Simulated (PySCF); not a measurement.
**BCCD(T)/STO-6G run of CF2 (SMILES F[C]F)**

What is the energy change on altering one bond length of CF2 at BCCD(T)/STO-6G? 

The results are computed with PySCF 2.14.0.

8 further runs of the same task are left out: 8 set aside as unsound or not needed.

## 1. Starting point

CF2 has 3 atoms, charge 0, and is taken as a singlet. As SMILES, `F[C]F`. Geometry: relaxed at GFN2-xTB.

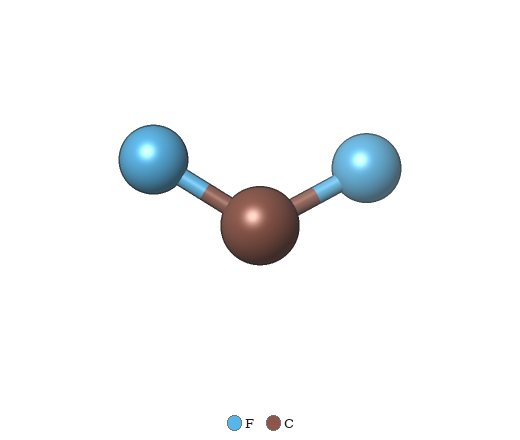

Viewed from a chosen angle; fluorine blue, carbon brown.

## 2. A single-point energy at BCCD(T)/STO-6G

Contents of input.py:

```python
from pyscf import gto, cc
from pyscf.cc.bccd import bccd_kernel_

mol = gto.M(
    atom='F 0.396940 1.032800 0.332770; C 0.326820 -0.272180 0.149730; F -0.723760 -0.760620 -0.482500',
    max_memory=1860,
    verbose=3,
    basis='sto-6g',
)

calc0 = mol.RHF()
calc0.conv_tol = 1e-10
calc0.kernel()
if not calc0.converged:
    calc0 = calc0.newton().run(calc0.mo_coeff, calc0.mo_occ)

mycc = cc.CCSD(calc0, frozen=3).run()
mycc = bccd_kernel_(mycc, diis=True)
e_t = mycc.ccsd_t()
e_final = mycc.e_tot + e_t
print('Final energy', e_final)
```

Command:

```
$ OMP_NUM_THREADS=1 python input.py
```

Standard output:

```text
converged SCF energy = -235.601985307267
E(CCSD) = -235.713542467267  E_corr = -0.1115571599999371
BCCD loop starts.

[... 23 lines left out ...]
CCSD converged
[... 24 lines left out ...]
CCSD converged
[... 3 lines left out ...]
******** <class 'pyscf.cc.ccsd.CCSD'> ********
CC2 = 0
CCSD nocc = 9, nmo = 12
frozen orbitals 3
max_cycle = 50
direct = 0
conv_tol = 1e-07
conv_tol_normt = 1e-05
diis_space = 6
diis_start_cycle = 0
diis_start_energy_diff = 1e+09
Init E_corr(CCSD) = -0.118775203605595
cycle = 1  E_corr(CCSD) = -0.119101833472089  dE = -0.000326629866  norm(t1,t2) = 0.00162295
cycle = 2  E_corr(CCSD) = -0.118916539494634  dE = 0.000185293977  norm(t1,t2) = 0.000376838
cycle = 3  E_corr(CCSD) = -0.118952109800799  dE = -3.55703062e-05  norm(t1,t2) = 0.000207069
cycle = 4  E_corr(CCSD) = -0.118946018690499  dE = 6.0911103e-06  norm(t1,t2) = 6.92916e-05
cycle = 5  E_corr(CCSD) = -0.118947927286279  dE = -1.90859578e-06  norm(t1,t2) = 1.88831e-05
cycle = 6  E_corr(CCSD) = -0.118948277985395  dE = -3.50699116e-07  norm(t1,t2) = 5.68485e-06
cycle = 7  E_corr(CCSD) = -0.118948450478976  dE = -1.72493581e-07  norm(t1,t2) = 2.03958e-06
cycle = 8  E_corr(CCSD) = -0.118948477743495  dE = -2.72645193e-08  norm(t1,t2) = 7.46462e-07
CCSD converged
E(CCSD) = -235.7112357841029  E_corr = -0.118948477743495
BCC iter:    2  E:    -235.711235784103  dE:    4.633e-05  |t1|:    9.244e-06
CCSD(T) correction = -0.0115024783332247
Final energy -235.72273826243608
```

Wall time 0.86 s (1 thread of Arm Neoverse V2, shared host); peak memory 0.12 GiB.

## 3. The distorted shape, same level

Contents of input.py:

```python
from pyscf import gto, scf, cc
from pyscf.cc.bccd import bccd_kernel_

mol = gto.M(
    atom='''
F        0.607039       1.130480       0.459206
C        0.536919      -0.174500       0.276166
F       -0.723760      -0.760620      -0.482500
''',
    charge=0,
    basis='sto-6g',
    max_memory=1860,
    verbose=4,
)

myscf = scf.RHF(mol)
myscf.conv_tol = 1e-10
myscf.kernel()
if not myscf.converged:
    myscf = myscf.newton().run(myscf.mo_coeff, myscf.mo_occ)

mycc = cc.CCSD(myscf, frozen=3).run()
mycc = bccd_kernel_(mycc, diis=True)
e_t = mycc.ccsd_t()
e_tot = mycc.e_tot + e_t
print('E = %.10f Eh' % e_tot)
```

Command:

```
$ OMP_NUM_THREADS=1 python input.py
```

Standard output:

```text
PySCF version 2.14.0

[INPUT] num. atoms = 3
[INPUT] num. electrons = 24
[INPUT] charge = 0
[INPUT] spin (= nelec alpha-beta = 2S) = 0
[INPUT] symmetry False subgroup None
[INPUT] Mole.unit = angstrom
[INPUT] Symbol           X                Y                Z      unit          X                Y                Z       unit  Magmom
[INPUT]  1 F      0.607039000000   1.130480000000   0.459206000000 AA    1.147137456930   2.136297589298   0.867773574757 Bohr   0.0
[INPUT]  2 C      0.536919000000  -0.174500000000   0.276166000000 AA    1.014629861075  -0.329757208737   0.521878104917 Bohr   0.0
[INPUT]  3 F     -0.723760000000  -0.760620000000  -0.482500000000 AA   -1.367708179915  -1.437363484867  -0.911792855103 Bohr   0.0

nuclear repulsion = 56.8640247640438
number of shells = 9
number of NR pGTOs = 90
number of NR cGTOs = 15
basis = sto-6g
ecp = {}

[... 41 lines left out ...]
converged SCF energy = -235.551017143882
[... 12 lines left out ...]
Init t2, MP2 energy = -235.654087239095  E_corr(MP2) -0.10307009521278
[... 17 lines left out ...]
CCSD converged
[... 29 lines left out ...]
CCSD converged
[... 28 lines left out ...]
CCSD converged
[... 24 lines left out ...]
CCSD converged
[... 22 lines left out ...]
CCSD converged
[... 3 lines left out ...]
******** <class 'pyscf.cc.ccsd.CCSD'> ********
CC2 = 0
CCSD nocc = 9, nmo = 12
frozen orbitals 3
max_cycle = 50
direct = 0
conv_tol = 1e-07
conv_tol_normt = 1e-05
diis_space = 6
diis_start_cycle = 0
diis_start_energy_diff = 1e+09
Init E_corr(CCSD) = -0.141781531499783
cycle = 1  E_corr(CCSD) = -0.141781910065287  dE = -3.78565505e-07  norm(t1,t2) = 2.37697e-05
cycle = 2  E_corr(CCSD) = -0.141781440465875  dE = 4.69599412e-07  norm(t1,t2) = 8.09409e-06
cycle = 3  E_corr(CCSD) = -0.141781664073259  dE = -2.23607383e-07  norm(t1,t2) = 6.32755e-06
cycle = 4  E_corr(CCSD) = -0.141781586406979  dE = 7.766628e-08  norm(t1,t2) = 1.71755e-06
CCSD converged
E(CCSD) = -235.6786484014505  E_corr = -0.1417815864069787
BCC iter:    4  E:    -235.678648401450  dE:    2.504e-07  |t1|:    2.827e-06
CCSD(T) correction = -0.0154230070339043
E = -235.6940714085 Eh
```

It took 0.96 s on 1 thread of Arm Neoverse V2, shared host; peak memory 0.1 GiB.

## 4. What came out

Level: BCCD(T)/STO-6G, 3 core orbitals frozen.

| quantity | value |
| --- | --- |
| first shape: total energy | -235.72274 Eh |
| first shape: correlation energy (3 core orbitals frozen) | -120.8 mEh |
| first shape: (T) correction | -11.50 mEh |
| distorted shape: total energy | -235.69407 Eh |
| distorted shape: correlation energy (3 core orbitals frozen) | -143.1 mEh |
| distorted shape: (T) correction | -15.42 mEh |
| energy change with the C2–F3 bond stretched from 1.320 to 1.584 Å | 0.780 eV |

What this shows: With the C2–F3 bond stretched from 1.320 to 1.584 Å the energy rises by 0.78 eV (75.3 kJ/mol). The first shape isn't relaxed at this level, so the change isn't measured from a minimum. The minimal basis adds a large error of its own. The triples (first shape) make up 9.5 % of the correlation energy. The triples (distorted shape) make up 10.8 % of the correlation energy.
